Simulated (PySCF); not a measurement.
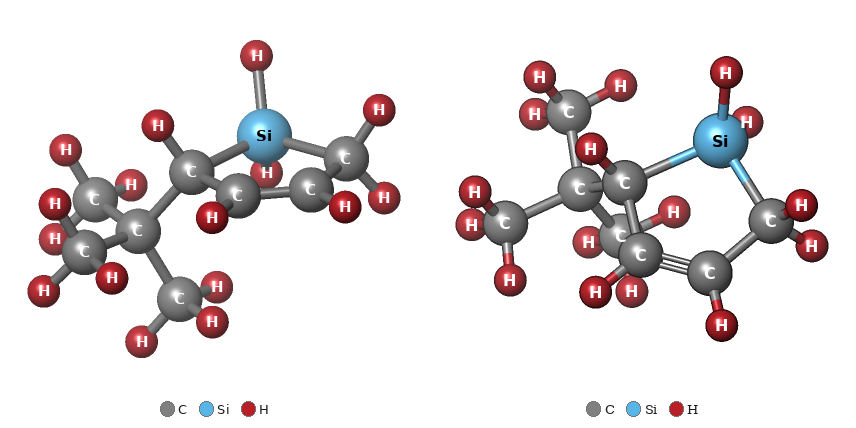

Two views of one molecule.

The computed structure is the end point of a PBE0-D3(BJ)/def2-SVP optimisation. No frequency run is at hand to confirm it as a minimum.

What does the picture show?

Formula C8H16Si. As SMILES it reads `CC(C)(C)[C@H]1C=CC[SiH2]1`. Independent rings (smallest set): 1 of 5 members. Among its groups: alkene, Si–H bond. The point group is C1. Coordination: 6 C tetrahedral; 2 C trigonal planar; 1 Si tetrahedral.

The parts below concern this one geometry. Atoms keep their numbers from picture to picture.

**Levels of theory compared**

No frequency run is at hand to confirm it as a minimum. Program: PySCF 2.14.0.

At this fixed geometry, give HOMO energy (eV), HOMO–LUMO gap (eV), dipole (D) at these levels: CAM-B3LYP/def2-SVPD; PBE0/pcSseg-1; PBE0/pcSseg-1 in chloroform (IEF-PCM); ωB97X-D/pcSseg-1.

| level | HOMO energy (eV) | HOMO–LUMO gap (eV) | dipole (D) |
| --- | --- | --- | --- |
| CAM-B3LYP/def2-SVPD | −8.34 | 9.53 | 0.38 |
| PBE0/pcSseg-1 | −7.04 | 7.45 | 0.38 |
| PBE0/pcSseg-1 in chloroform (IEF-PCM) | −6.98 | 7.46 | 0.45 |
| ωB97X-D/pcSseg-1 | −8.86 | 11.08 | 0.34 |

**Excitation**

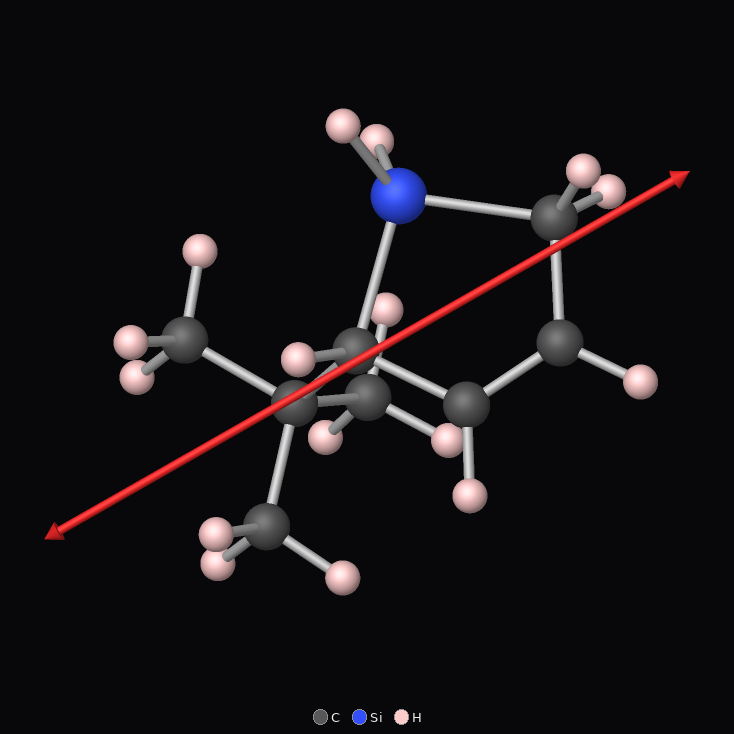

The double arrow shows the direction of the transition dipole to excited singlet state 2 (its length means nothing). No frequency run is at hand to confirm it as a minimum. Method: TDDFT CAM-B3LYP/def2-SVPD, vertical, gas phase, core orbitals frozen in the response (PySCF 2.14.0).

> Where does the transition lie, and how strong is it?

6.90 eV (180 nm), oscillator strength 0.22, mainly HOMO → LUMO+1 (weight 0.58); transition dipole 2.90 D.

**NMR shielding**

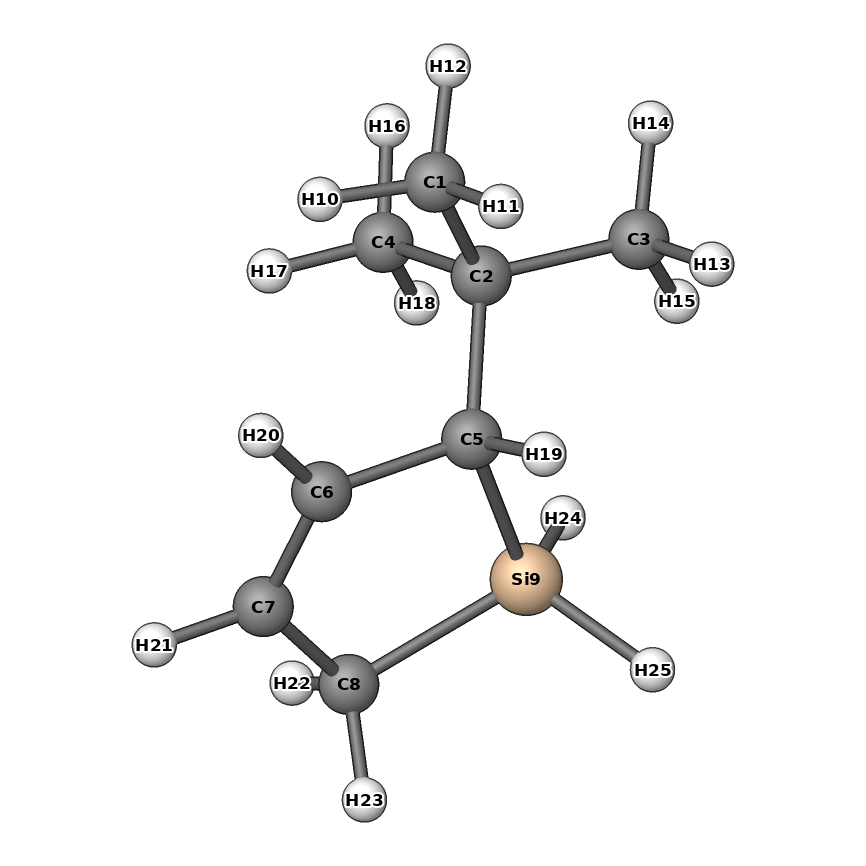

The questions are on isotropic NMR shieldings of the H atoms. No frequency run is at hand to confirm it as a minimum. Method: GIAO PBE0/pcSseg-1 NMR shielding, non-relativistic, gas phase (PySCF 2.14.0).

Give the isotropic NMR shieldings of the H atoms atom by atom.

```csv
atom,σ (ppm)
H10,29.81
H11,30.42
H12,30.37
H13,30.32
H14,30.33
H15,30.17
H16,30.69
H17,30.33
H18,30.32
H19,29.33
H20,25.12
H21,25.15
H22,29.63
H23,29.65
H24,26.83
H25,27.07
```

**Ring current**

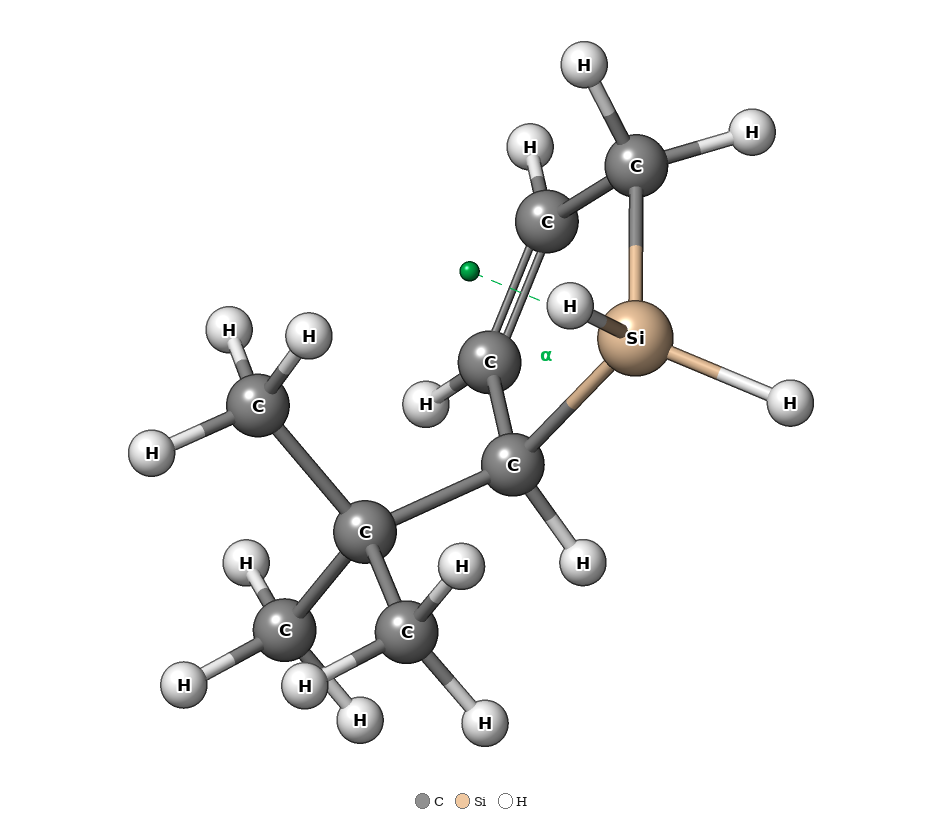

The small points mark where nucleus-independent chemical shifts (NICS) were computed: at the centre of each lettered ring and 1 Å above and below it. No frequency run is at hand to confirm it as a minimum. Properties computed with GIAO PBE0/pcSseg-1 NMR shielding, non-relativistic, IEF-PCM chloroform (PySCF 2.14.0).

Give NICS(0), NICS(1) and the out-of-plane component NICS(1)zz for each ring (means of the two sides).

```tsv
ring	members	NICS(0)	NICS(1)	NICS(1)zz
α	C4Si	−2.4	−3.2	−2.1
```

Values in ppm.

> What do the values say about the ring currents?

Ring α: weak, as in a non-aromatic ring. NICS is one index among several.
